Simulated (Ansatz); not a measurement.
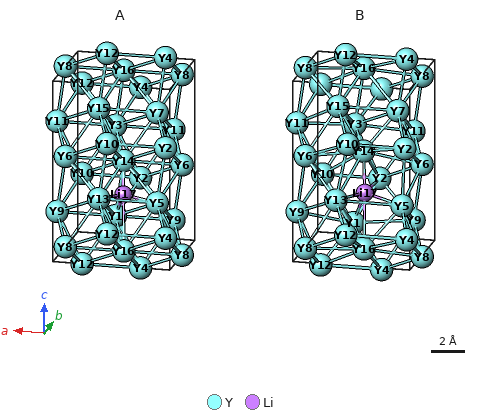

Two geometries of a defect cell of composition LiY$_{16}$, drawn at one scale. One is the start of a relaxation, the other its converged end. The picture is a ball-and-stick view of the cell of the calculation (origin shifted), seen from a free direction.

The calculation used Ansatz 0.2.0, DFT LDA, scalar-relativistic, plane waves, PAW. Set-up: plane-wave cutoff 420 eV; k-point mesh 3 × 3 × 2; occupations fermi dirac; smearing width 0.15 eV; no spin polarisation; atoms relaxed in a fixed cell; force threshold 0.03 eV/Å; at most 60 steps.

### Which geometry has the lower energy?

Structure B is the relaxed one. It is an interstitial Li in hcp Y. The run prepares an end point of a later path (interstitial hop) calculation, from a guessed geometry. The atoms of the start lie slightly off their symmetric places, so part of the fall in energy undoes that. Over 5 geometry steps the energy falls by 2.249 eV per cell of the calculation. Largest force component: 3.2 eV/Å at the start, 0.028 eV/Å at the end. The largest moves, 0.58 Å, are those of Y1 and Y14. Y14 goes along [0 1 3]. Largest moves by element: Y 0.58 Å, Li 0.36 Å. The cell stays as it was. Among the contacts that change: Y1–Y14 3.558 → 4.613 Å, Y5–Y14 3.558 → 4.350 Å, Y1–Y5 3.650 → 4.340 Å, Y13–Y14 3.558 → 4.206 Å. Among the angles between lasting bonds that change: Y1–Li17–Y14 109.6° → 126.0°, Y14–Li17–Y16 178.7° → 165.6°, Y5–Li17–Y13 109.3° → 97.7°.

Limits of the set-up: the periodic images lie only 6.3 Å apart, so the values are limited by the cell's size.
